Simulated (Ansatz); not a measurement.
# Convergence of a linear-scaling basis for AlP(100) slab, H on both faces (90 atoms)

Aim: test how closely localised support functions follow the reference on AlP(100) slab, H on both faces (90 atoms), and at what cost. A setting counts as converged where the r.m.s. difference of forces stays under 1 % of the r.m.s. force.

Calculated with Ansatz 0.2.0; Kohn-Sham DFT, PBE, PAW (set soft_2), plane waves.

### 1. The starting structure

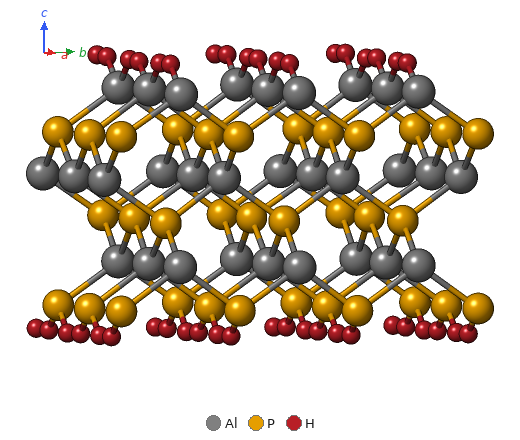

The starting structure, seen from the side, with the c axis up (aluminium grey, phosphorus orange, hydrogen red). Bonds to atoms that aren't drawn are left out. Some periodic images of atoms are drawn too.

The cell holds 90 atoms: 27 Al, 27 P and 36 H. Its edges and angles: a = 11.589 Å, b = 11.589 Å, c = 18.561 Å, α = 90.0°, β = 90.0°, γ = 90.0°. It derives from AlP (zinc-blende). Zinc-blende AlP (a = 5.463 Å), (100) slab of 6 atomic planes, 3 x 3 surface cells, H on the broken bonds of both faces, 10 Å of vacuum; displaced by a Gaussian of 0.02 Å. Regions: slab, 54 atoms (27 Al and 27 P); hydrogen, 36 atoms (36 H). Vacuum lies along c.

Limits known from the start: Caps of real hydrogen don't mimic the fractional bonds of a polar compound, so surface states and strained caps may belong to the model. Beside vacuum, support functions can miss their usual error bounds without a warning. Sampling is at Γ alone, for a cell whose shortest periodic width is 12 Å.

### 2. Plane-wave single point

The first run uses the default basis; a harder plane-wave run follows as the reference for the support functions.

input.yaml reads:

```yaml
crystal:
  lattice:
    - [11.58877, 0.0, 0.0]
    - [0.0, 11.58877, 0.0]
    - [0.0, 0.0, 18.5608]
  atoms:
    - { symbol: Al, position: [0.26542, 0.16781, 0.38586] }
    - { symbol: P, position: [0.26796, 0.33433, 0.31606] }
    - { symbol: Al, position: [0.10083, 0.33669, 0.5344] }
    - { symbol: P, position: [0.10318, 0.16805, 0.46084] }
    - { symbol: Al, position: [0.26675, 0.16846, 0.68001] }
    - { symbol: P, position: [0.26358, 0.33514, 0.60816] }
    - { symbol: Al, position: [0.26675, 0.50004, 0.38793] }
    - { symbol: P, position: [0.26504, 0.66726, 0.31302] }
    - { symbol: Al, position: [0.09925, 0.66661, 0.53293] }
    - { symbol: P, position: [0.10184, 0.5034, 0.4608] }
    - { symbol: Al, position: [0.26841, 0.50063, 0.68348] }
    - { symbol: P, position: [0.27119, 0.67098, 0.60822] }
    - { symbol: Al, position: [0.26701, 0.83523, 0.38689] }
    - { symbol: P, position: [0.26378, 0.00031, 0.31244] }
    - { symbol: Al, position: [0.10155, 0.00014, 0.53236] }
    - { symbol: P, position: [0.10161, 0.83596, 0.46176] }
    - { symbol: Al, position: [0.26747, 0.83225, 0.68119] }
    - { symbol: P, position: [0.26664, 0.99845, 0.60597] }
    - { symbol: Al, position: [0.60172, 0.16554, 0.38808] }
    - { symbol: P, position: [0.60191, 0.33579, 0.3134] }
    - { symbol: Al, position: [0.43345, 0.3337, 0.53438] }
    - { symbol: P, position: [0.43367, 0.16792, 0.46207] }
    - { symbol: Al, position: [0.60104, 0.16688, 0.68325] }
    - { symbol: P, position: [0.59711, 0.3361, 0.6065] }
    - { symbol: Al, position: [0.60069, 0.50175, 0.38605] }
    - { symbol: P, position: [0.60287, 0.6659, 0.31387] }
    - { symbol: Al, position: [0.43364, 0.6687, 0.53388] }
    - { symbol: P, position: [0.43356, 0.4969, 0.46153] }
    - { symbol: Al, position: [0.59842, 0.50005, 0.6809] }
    - { symbol: P, position: [0.59671, 0.66915, 0.60776] }
    - { symbol: Al, position: [0.59998, 0.83072, 0.38671] }
    - { symbol: P, position: [0.59891, 0.99995, 0.31278] }
    - { symbol: Al, position: [0.43172, 0.00252, 0.53388] }
    - { symbol: P, position: [0.42751, 0.82867, 0.4613] }
    - { symbol: Al, position: [0.60077, 0.83548, 0.68149] }
    - { symbol: P, position: [0.59835, 8.0e-05, 0.60708] }
    - { symbol: Al, position: [0.93311, 0.16577, 0.38872] }
    - { symbol: P, position: [0.93414, 0.333, 0.31405] }
    - { symbol: Al, position: [0.76705, 0.33241, 0.53588] }
    - { symbol: P, position: [0.7694, 0.16884, 0.4597] }
    - { symbol: Al, position: [0.9344, 0.1681, 0.68108] }
    - { symbol: P, position: [0.9311, 0.32932, 0.60869] }
    - { symbol: Al, position: [0.93398, 0.50015, 0.38667] }
    - { symbol: P, position: [0.93347, 0.66259, 0.31227] }
    - { symbol: Al, position: [0.76601, 0.66509, 0.53513] }
    - { symbol: P, position: [0.76599, 0.50153, 0.46176] }
    - { symbol: Al, position: [0.93691, 0.49821, 0.68202] }
    - { symbol: P, position: [0.9315, 0.66861, 0.60842] }
    - { symbol: Al, position: [0.93549, 0.83366, 0.38827] }
    - { symbol: P, position: [0.9354, 0.00054, 0.31452] }
    - { symbol: Al, position: [0.7658, 0.9971, 0.53414] }
    - { symbol: P, position: [0.76874, 0.83321, 0.46074] }
    - { symbol: Al, position: [0.93153, 0.83429, 0.68237] }
    - { symbol: P, position: [0.933, 0.00107, 0.61026] }
    - { symbol: H, position: [0.36572, 0.33271, 0.26778] }
    - { symbol: H, position: [0.16475, 0.3318, 0.26941] }
    - { symbol: H, position: [0.37946, 0.16914, 0.72989] }
    - { symbol: H, position: [0.15453, 0.16544, 0.73036] }
    - { symbol: H, position: [0.36706, 0.66613, 0.26896] }
    - { symbol: H, position: [0.16477, 0.66549, 0.27026] }
    - { symbol: H, position: [0.37591, 0.50404, 0.73165] }
    - { symbol: H, position: [0.15588, 0.50145, 0.73218] }
    - { symbol: H, position: [0.16785, 0.99919, 0.26846] }
    - { symbol: H, position: [0.36887, 0.99815, 0.26727] }
    - { symbol: H, position: [0.15593, 0.83355, 0.73276] }
    - { symbol: H, position: [0.37607, 0.83425, 0.72872] }
    - { symbol: H, position: [0.70283, 0.33176, 0.2693] }
    - { symbol: H, position: [0.49911, 0.33124, 0.26927] }
    - { symbol: H, position: [0.48875, 0.16686, 0.72851] }
    - { symbol: H, position: [0.71143, 0.16696, 0.73001] }
    - { symbol: H, position: [0.50182, 0.66541, 0.26967] }
    - { symbol: H, position: [0.70076, 0.66724, 0.26968] }
    - { symbol: H, position: [0.48718, 0.50104, 0.73123] }
    - { symbol: H, position: [0.71041, 0.49862, 0.73154] }
    - { symbol: H, position: [0.50001, 0.00063, 0.26854] }
    - { symbol: H, position: [0.69999, 0.00162, 0.26941] }
    - { symbol: H, position: [0.71157, 0.83337, 0.72976] }
    - { symbol: H, position: [0.48793, 0.83384, 0.73118] }
    - { symbol: H, position: [0.83266, 0.33455, 0.2693] }
    - { symbol: H, position: [0.03136, 0.33371, 0.26907] }
    - { symbol: H, position: [0.04243, 0.16704, 0.73136] }
    - { symbol: H, position: [0.82357, 0.16745, 0.73027] }
    - { symbol: H, position: [0.03407, 0.66489, 0.2677] }
    - { symbol: H, position: [0.83507, 0.67051, 0.2694] }
    - { symbol: H, position: [0.04731, 0.49687, 0.7311] }
    - { symbol: H, position: [0.82132, 0.50175, 0.72953] }
    - { symbol: H, position: [0.0337, 0.99905, 0.26897] }
    - { symbol: H, position: [0.83286, 0.99966, 0.26982] }
    - { symbol: H, position: [0.04455, 0.83504, 0.73036] }
    - { symbol: H, position: [0.82035, 0.83211, 0.72903] }
kpoints:
  mp_grid: { grid: [1, 1, 1] }
hamiltonian:
  xc: pbe
scf:
  occupations: { method: fermi_dirac, width: 0.05 }
output:
  forces: true
  populations: true
  dos:
    method: { smearing: { sigma: 0.15 } }
    de: 0.1
    projected:
      site_lists:
        Al: [Al]
        H: [H]
        P: [P]
        slab: [0, 1, 2, 3, 4, 5, 6, 7, 8, 9, 10, 11, 12, 13, 14, 15, 16, 17, 18, 19, 20, 21, 22, 23, 24, 25, 26, 27, 28, 29, 30, 31, 32, 33, 34, 35, 36, 37, 38, 39, 40, 41, 42, 43, 44, 45, 46, 47, 48, 49, 50, 51, 52, 53]
        hydrogen: [54, 55, 56, 57, 58, 59, 60, 61, 62, 63, 64, 65, 66, 67, 68, 69, 70, 71, 72, 73, 74, 75, 76, 77, 78, 79, 80, 81, 82, 83, 84, 85, 86, 87, 88, 89]
  eigenvalues: true
  write_density: true
  write_potential: true
  volumetric_format: npy
```

Started as:

```sh
> ansatz run input.yaml --threads 4 --pin off --max-ram 8192MiB --backend cpu --events-out ev --progress --plain --runs-dir out
```

Numbers of over 12 decimals in the logs are rounded to 6 here.

Output:

```text
Engine: ansatz 0.2.0, aarch64-unknown-linux-gnu
Pseudopotentials: kind: paw
Pseudopotential: Al, paw, valence charge 3, recommended cutoff 420 eV (normal), Al.paw.azcp
Pseudopotential: P, paw, valence charge 5, recommended cutoff 420 eV (normal), P.paw.azcp
Pseudopotential: H, paw, valence charge 1, recommended cutoff 420 eV (normal), H.paw.azcp
[... 5 lines on functional and potentials left out ...]
Crystal: 90 atoms, lattice volume = 2492.708 Å³
Basis set: ecut = 420 eV, 48775 PW (Γ), exchange–correlation on 160×160×250 points (8 copies of the dense FFT grid, shifted against one another)
Bands: 216, of which v1, the nominal top of the filled ones, is band 126 counted from 1 (125 counted from 0)
Symmetry: 1 space group operations
Space group: P1 (ITA 1), of the structure as read, at distance tolerance 1.4e-4 Å
k-points: 1
[... 7 lines on functional and potentials left out ...]
Initial density: superposition of atomic densities (neutral atoms: chi_scale 0, normalization atom), corrected by the library's trained network
Initial wavefunctions: pseudopotential atomic-orbital guess
Functional: x = pbe(κ = 0.804, μ = 0.219515), c = pbe(β = 0.066725)
SCF iter   1: F=—  HF=-35492.296483 eV  |F-HF|=—  |Δ(HF+E_count)|=         —  Δρ=7.59e-3  dr2=1.78e1  ethr=1.77e-3  ⟨swp⟩=9.0  Hψ=1346  notcnv=0  defer=54
preconditioner: auto → LDOS  [insulator: Δε(μ)=0.187 eV  Ē_g=9.027 eV  σ=0.050 eV  W_gap=0.72  n_scr=294 (ndim 8)  ℏωp=11.8 eV  f_vac=0.407  D(μ)=12.42/eV (n_scr^D=36)  ε∞_Penn≈2.7  β→1.0]
SCF iter   2: F=—  HF=-35491.922525 eV  |F-HF|=—  |Δ(HF+E_count)|=   3.74e-1  Δρ=7.62e-3  dr2=2.19e1  ethr=1.77e-3  ⟨swp⟩=2.0  Hψ=267  notcnv=0  defer=68
SCF iter   3: F=—  HF=-35491.437487 eV  |F-HF|=—  |Δ(HF+E_count)|=   4.85e-1  Δρ=2.39e-3  dr2=9.66e-1  ethr=1.77e-3  ⟨swp⟩=2.0  Hψ=254  notcnv=0  defer=57
SCF iter   4: F=—  HF=-35491.375956 eV  |F-HF|=—  |Δ(HF+E_count)|=   6.15e-2  Δρ=1.29e-3  dr2=3.20e-1  ethr=3.83e-4  ⟨swp⟩=3.0  Hψ=184  notcnv=0  defer=57
SCF iter   5: F=—  HF=-35491.360342 eV  |F-HF|=—  |Δ(HF+E_count)|=   1.56e-2  Δρ=5.50e-4  dr2=2.02e-2  ethr=1.27e-4  ⟨swp⟩=2.0  Hψ=160  notcnv=0  defer=57
SCF iter   6: F=—  HF=-35491.359942 eV  |F-HF|=—  |Δ(HF+E_count)|=   4.00e-4  Δρ=2.49e-4  dr2=7.81e-3  ethr=8.00e-6  ⟨swp⟩=3.0  Hψ=329  notcnv=0  defer=57
SCF iter   7: F=—  HF=-35491.359774 eV  |F-HF|=—  |Δ(HF+E_count)|=   1.68e-4  Δρ=1.84e-4  dr2=2.96e-3  ethr=3.10e-6  ⟨swp⟩=1.0  Hψ=159  notcnv=0  defer=57
SCF iter   8: F=—  HF=-35491.359766 eV  |F-HF|=—  |Δ(HF+E_count)|=   7.82e-6  Δρ=1.48e-4  dr2=8.31e-4  ethr=1.17e-6  ⟨swp⟩=2.0  Hψ=160  notcnv=0  defer=57
SCF iter   9: F=—  HF=-35491.359768 eV  |F-HF|=—  |Δ(HF+E_count)|=   2.36e-6  Δρ=9.80e-5  dr2=3.44e-4  ethr=3.30e-7  ⟨swp⟩=2.0  Hψ=218  notcnv=0  defer=57
SCF iter  10: F=—  HF=-35491.359800 eV  |F-HF|=—  |Δ(HF+E_count)|=   3.14e-5  Δρ=5.98e-5  dr2=1.18e-4  ethr=1.37e-7  ⟨swp⟩=2.0  Hψ=192  notcnv=0  defer=57
SCF iter  11: F=—  HF=-35491.359832 eV  |F-HF|=—  |Δ(HF+E_count)|=   3.22e-5  Δρ=3.29e-5  dr2=6.37e-5  ethr=4.68e-8  ⟨swp⟩=2.0  Hψ=279  notcnv=0  defer=57
SCF iter  12: F=—  HF=-35491.359593 eV  |F-HF|=—  |Δ(HF+E_count)|=   2.39e-4  Δρ=1.81e-5  dr2=3.17e-5  ethr=2.53e-8  ⟨swp⟩=3.0  Hψ=341  notcnv=0  defer=57
SCF iter  13: F=—  HF=-35491.359593 eV  |F-HF|=—  |Δ(HF+E_count)|=   1.86e-7  Δρ=1.32e-5  dr2=1.10e-5  ethr=1.26e-8  ⟨swp⟩=2.0  Hψ=160  notcnv=0  defer=57
SCF iter  14: F=—  HF=-35491.359593 eV  |F-HF|=—  |Δ(HF+E_count)|=   6.59e-7  Δρ=9.93e-6  dr2=5.44e-6  ethr=4.38e-9  ⟨swp⟩=2.0  Hψ=160  notcnv=0  defer=57
SCF iter  15: F=—  HF=-35491.359593 eV  |F-HF|=—  |Δ(HF+E_count)|=   1.89e-8  Δρ=7.94e-6  dr2=3.57e-6  ethr=2.16e-9  ⟨swp⟩=2.0  Hψ=214  notcnv=0  defer=57
SCF iter  16: F=—  HF=-35491.359593 eV  |F-HF|=—  |Δ(HF+E_count)|=   9.72e-8  Δρ=4.59e-6  dr2=1.07e-6  ethr=1.42e-9  ⟨swp⟩=3.0  Hψ=321  notcnv=0  defer=57
SCF iter  17: F=—  HF=-35491.359593 eV  |F-HF|=—  |Δ(HF+E_count)|=   1.06e-9  Δρ=3.16e-6  dr2=4.66e-7  ethr=4.24e-10  ⟨swp⟩=2.0  Hψ=193  notcnv=0  defer=57
SCF iter  18: F=—  HF=-35491.359593 eV  |F-HF|=—  |Δ(HF+E_count)|=   3.09e-8  Δρ=1.56e-6  dr2=1.15e-7  ethr=1.85e-10  ⟨swp⟩=2.0  Hψ=235  notcnv=0  defer=57
SCF iter  19: F=-35491.359593 eV  HF=-35491.359593 eV  |F-HF|=1.79e-8  |Δ(HF+E_count)|=   1.98e-9  Δρ=1.15e-6  dr2=5.04e-8  ethr=3.97e-11  ⟨swp⟩=28.0  Hψ=2355  notcnv=0
SCF 1 converged in 19 iterations: F = -35491.359593 eV  dr2 = 5.04e-8
  greatest PAW one-centre occupation: 0.781 electrons in one spin orbital (limit 2), on the P atom at site 15 (counted from 0), in its partial waves of l = 0
WARN: The output density's exchange-correlation potential varies sharply where the density is thin. Do not read a vacuum level from v_tot or v_xc, or from such a field of the output density. On a cell that repeats whose density bears no net charge and no dipole along the vacuum's axis use v_es (v_loc + v_h of the components); [...]
SCF converged after 19 iterations
Free energy (F): -35491.359593 eV
Harris-Foulkes:  -35491.359593 eV  (|F-HF|=1.79e-8)
Internal energy: -35491.055513 eV  (E = F + TS)
E sigma→0 (E₀):  -35491.207553 eV
Entropy (-TS):   -0.304079 eV (-3.379 meV/atom)
Fermi energy:    1.752032 eV
--- Per-component energies (eV) ---
  E_band       = -1239.079804
  E_kinetic    = 3042.326001
  E_local      = -34641.524752  (includes V_loc(G=0)·N_el)
  E_nonlocal   = 1267.997638
  E_hartree    = 16133.752024
  E_xc         = -3060.928301
  E_vxc        = -2842.036600  (∫ρ·V_xc dr)
  E_paw        = -28019.037652  (= ΣΔE_a)
  E_vpaw       = -333.302547  (= ΣTr[D̂ρ^β])
  E_aug_tail   = -0.043756  (compensation charges beyond the density's cutoff)
  E_ewald      = 9786.403284
  E_smearing   = -0.304079  (= −TS)
  E_closure    = 0.000000  (closes the sum)
  Σ components = -35491.359593   (vs F -35491.359593, Δ=0.00e0)
--- Forces (eV/Å), atoms counted from 1 ---
  atom   1  Al     0.33110811    -0.24923558     0.67218028
  atom   2  P     -0.56145806     0.00490419    -0.41953426
  atom   3  Al    -0.36091630    -0.20629404     0.38081777
  atom   4  P     -0.35462012     0.15467458    -0.71738987
  atom   5  Al    -0.07061632    -0.33114099     0.08056235
  atom   6  P      0.39347744     0.16162359    -0.53456121
  atom   7  Al     0.21408042     0.22167864     0.42206860
  atom   8  P      0.49505708    -0.02481671     0.95670954
  atom   9  Al     0.18041473     0.40591856     1.04249641
  atom  10  P     -0.29426643    -0.32149546    -0.91271275
  atom  11  Al    -0.53118713     0.29191927    -0.68429057
  atom  12  P     -0.67730857    -0.80374207    -0.69257926
  atom  13  Al    -0.37013253    -0.13127020     0.24515736
  atom  14  P      1.39341508     0.04237904     0.84501334
[...]
atom  89  H     -0.03285999    -0.01754461     0.27841443
  atom  90  H     -0.14880211    -0.02744242     0.51542964
  max |Σ_I F_I| component: 2.03e-4 eV/Å
--- Band table (eV) ---
  k-point 0: bands = ["-13.0099", "-12.6809", "-12.5988", "-12.4405", [... 200 levels ...], "5.6154", "5.6328", "5.6520", "5.6586", "5.7121", "5.7386", "5.7665", "5.7713", "5.8483", "5.8520", "5.9822", "6.1432"]
--- Löwdin populations: 90 sites ---
  site symbol       q [e]
     0     Al      2.6731
     1      P      4.9247
     2     Al      2.6051
[...]
89      H      1.1298
  spilling = 0.011574 (of n_electrons = 252.000000)
```

It took 35 s on 4 threads of Arm Neoverse V2, shared host; peak memory 2 GiB; 2.1 min of CPU time.

The column dr2 measures how far the density is from self-consistency, as an energy; F and HF (Harris–Foulkes) agree once it is small.

The program notes that the exchange-correlation potential is rough where the density is thin.

The run gave:

* free energy: -35491.3596 eV
* free energy per atom: -394.3484 eV/atom
* SCF cycles: 19
* r.m.s. force component: 0.4299 eV/Å
* longest force: 1.63 eV/Å
* Fermi energy: 1.752 eV
* levels partly filled by over 2 per cent: 7
* spilling of the projection: 0.01157

The r.m.s. force component of 0.43 eV/Å sets the scale for the differences below.

### 3. Plane waves at 750 eV (750 eV)

The grid of the support functions holds more waves than the default cutoff, so they are judged against a harder plane-wave run.

input.yaml, the sections that differ from step 2:

```yaml
output:
  forces: true
  eigenvalues: true
basis:
  ecutwfc: "750 eV"
# crystal, kpoints, hamiltonian, scf: as in step 2
```

Output:

```text
[...]
Crystal: 90 atoms, lattice volume = 2492.708 Å³
Basis set: ecut = 750 eV, 116231 PW (Γ), exchange–correlation on 216×216×360 points (8 copies of the dense FFT grid, shifted against one another)
Bands: 216, of which v1, the nominal top of the filled ones, is band 126 counted from 1 (125 counted from 0)
Symmetry: 1 space group operations
[...]
k-points: 1
[...]
SCF iter   1: F=—  HF=-35492.401432 eV  |F-HF|=—  |Δ(HF+E_count)|=         —  Δρ=7.65e-3  dr2=1.79e1  ethr=1.77e-3  ⟨swp⟩=9.0  Hψ=1348  notcnv=0  defer=54
[...]
SCF iter   4: F=—  HF=-35491.476267 eV  |F-HF|=—  |Δ(HF+E_count)|=   6.23e-2  Δρ=1.26e-3  dr2=2.90e-1  ethr=3.76e-4  ⟨swp⟩=3.0  Hψ=190  notcnv=0
automatic band count: iteration 4 solves 159 bands in place of 216: the levels show a gap, and the empty bands left out lie too high to hold charge; the band table lists the bands solved (type scf.n_extra_bands for more)
SCF iter   5: F=—  HF=-35491.462650 eV  |F-HF|=—  |Δ(HF+E_count)|=   1.36e-2  Δρ=5.44e-4  dr2=2.11e-2  ethr=1.15e-4  ⟨swp⟩=5.0  Hψ=691  notcnv=0  defer=57
[...]
SCF iter   7: F=—  HF=-35491.461283 eV  |F-HF|=—  |Δ(HF+E_count)|=   3.89e-4  Δρ=1.96e-4  dr2=2.71e-3  ethr=3.50e-6  ⟨swp⟩=2.0  Hψ=214  notcnv=0  defer=57
[...]
SCF iter  18: F=—  HF=-35491.461740 eV  |F-HF|=—  |Δ(HF+E_count)|=   6.50e-9  Δρ=1.98e-6  dr2=1.87e-7  ethr=2.20e-10  ⟨swp⟩=2.0  Hψ=232  notcnv=0  defer=57
SCF iter  19: F=-35491.461740 eV  HF=-35491.461740 eV  |F-HF|=4.14e-8  |Δ(HF+E_count)|=   9.22e-9  Δρ=1.22e-6  dr2=6.37e-8  ethr=3.97e-11  ⟨swp⟩=23.0  Hψ=1941  notcnv=0
SCF 1 converged in 19 iterations: F = -35491.461740 eV  dr2 = 6.37e-8
[...]
SCF converged after 19 iterations
Free energy (F): -35491.461740 eV
[...]
Internal energy: -35491.157656 eV  (E = F + TS)
E sigma→0 (E₀):  -35491.309698 eV
Entropy (-TS):   -0.304084 eV (-3.379 meV/atom)
Fermi energy:    1.751603 eV
[...]
Σ components = -35491.461740   (vs F -35491.461740, Δ=0.00e0)
--- Forces (eV/Å), atoms counted from 1 ---
  atom   1  Al     0.33106946    -0.24925519     0.67209834
  atom   2  P     -0.56104882     0.00478494    -0.42322668
  atom   3  Al    -0.36086718    -0.20628458     0.38078024
  atom   4  P     -0.35458315     0.15467904    -0.71733063
[...]
atom  90  H     -0.14707450    -0.02742552     0.51452360
  max |Σ_I F_I| component: 1.40e-4 eV/Å
--- Band table (eV) ---
[...]
```

The job ended after 54 s (4 threads; peak memory 4.4 GiB; 3.5 min of CPU time).

Forces differ from the reference by 1.2 meV/Å r.m.s., 0.29 % of their size, well within a tolerance of 1 %; the energy by -1.1 meV/atom. It took 54 s and 19 cycles; the reference's time can't be set against it, since the two runs asked for unlike analyses.

(Part 1 of 4 ends here.)

[Logs are printed without paths, hosts, clocks, repeated set-up lines and the standing remarks that a program may print on its own settings, such as how far it seeks lower states.]

[Hosts, paths, dates, database ids (printed as entryN), source tags and the programs' standing remarks are cut or masked in the printed files.]
